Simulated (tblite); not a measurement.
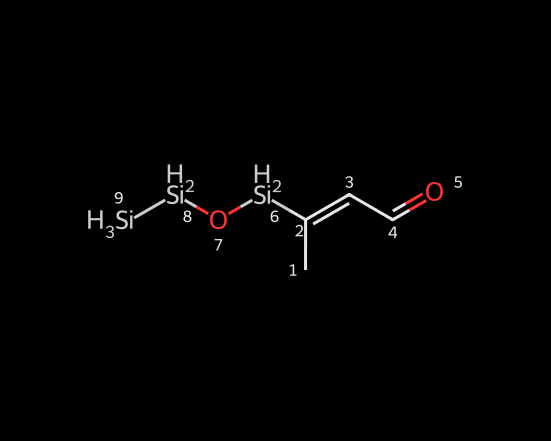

Skeletal drawing with numbered atoms; wedges and dashes mark any stereocentres. The configuration is that of a computed structure (GFN2-xTB).

### Assign CIP descriptors.

C2=C3: E.

### Give a SMILES with the stereochemistry.

C/C(=C\C=O)[SiH2]O[SiH2][SiH3]
